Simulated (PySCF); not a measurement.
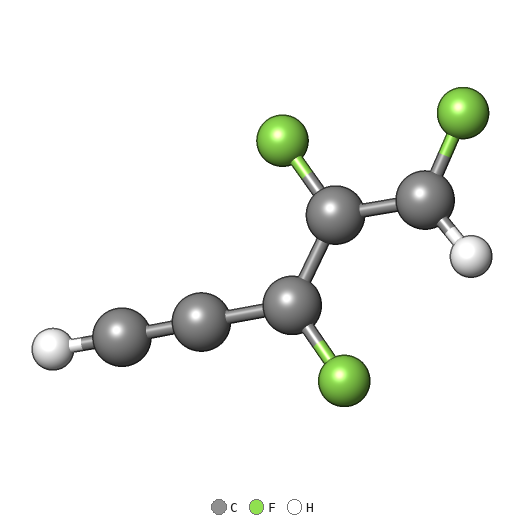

State: neutral, doublet. The computed structure is the end point of a GFN2-xTB optimisation. No frequency run is at hand to confirm it as a minimum. Method: UKS B3LYP, pcH-1 on C F H, non-relativistic (PySCF 2.14.0).

Computed properties:

The species is C5H2F3.
- ⟨S²⟩ of the determinant: 0.783
- isotropic g value: 2.00362
